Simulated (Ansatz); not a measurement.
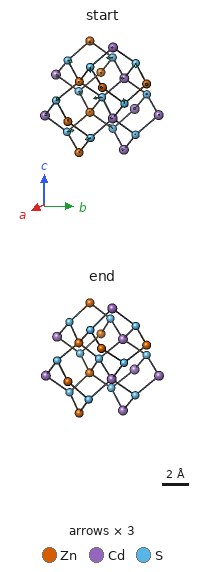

The structure of crystalline Zn12Cd20S32 (a generated structure, set up in P1) before (top) and after (bottom) a relaxation, at one scale. The green arrows give the displacements, 3 times their true length.

The picture is a ball-and-stick view of the atoms within 5.0 Å of the atom that moves most (axes of the cell of the calculation), seen slightly off an axis.

All numbers below come from DFT, PBEsol, PAW, plane waves (Ansatz). Set-up: plane-wave cutoff 420 eV; k-point mesh 1 × 1 × 1; mesh shifted by (0.25, 0.25, 0.25); no spin polarisation; cell relaxed at fixed shape; force threshold 0.03 eV/Å; at most 80 steps.

### Summarise the run.

The atom that moves furthest is an S atom (0.25 Å roughly along −b). Largest moves by element: S 0.25 Å, Zn 0.16 Å, Cd 0.13 Å. The cell stays as it was. Among the contacts that change: S–Zn 2.495 → 2.320 Å, S–Zn 2.465 → 2.314 Å, S–Zn 2.451 → 2.306 Å, S–Zn 2.477 → 2.339 Å. Bond angles that change, for instance: Zn–S–Zn 108.2° → 116.5°, S–Cd–S 109.0° → 116.0°, Cd–S–Cd 111.5° → 105.3°. The space group stays P1 (No. 1). Over 4 geometry steps the energy falls by 55.5 meV per atom. Largest force component: 1.7 eV/Å at the start, 0.021 eV/Å at the end. The pressure goes from 1.17 to 0.00 GPa. Cost: 4.9 s on 1 × NVIDIA GB200 with 8 threads of Arm Neoverse-V2, peak memory 2 GiB.
